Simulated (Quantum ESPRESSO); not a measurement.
# Dipole at the next field: 1T-HfO2, 1 layer

**Set-up.** Quantum ESPRESSO 7.5, PBEsol, GBRV ultrasoft; sawtooth field along the normal with dipole correction, ions clamped, threshold 1e-9 Ry; cell area 9.156 Å².

| field (V/Å) | dipole (e Å a cell) |
| --- | --- |
| 0 | 0.00000 |
| 0.1 | 0.01495 |
| 0.2 | 0.02988 |

To predict: What is the dipole at 0.4 V/Å, and what electrostatic thickness 4πα/A follows from the rows?

By hand: The slope is (0.02988 − (0.00000))/0.2 = 0.1494 e Å²/V, so 4πα/A = 180.95 × 0.1494/9.156 = 2.95 Å. Linear response gives p = 0.00000 + 0.1494 × (0.4) = 0.05976 e Å; a parabola through the three rows gives 0.05968.

**The withheld run.** p = 0.05979 e Å. The line misses by 0.1 % of the induced dipole and the parabola by 0.2 %. The response is linear over this range.

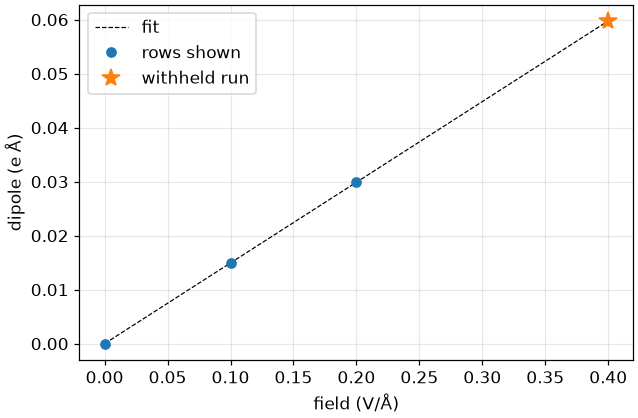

The rows shown, the fit and the withheld run.

**Limits.** Electrons alone respond; local and semilocal functionals tend to overscreen.
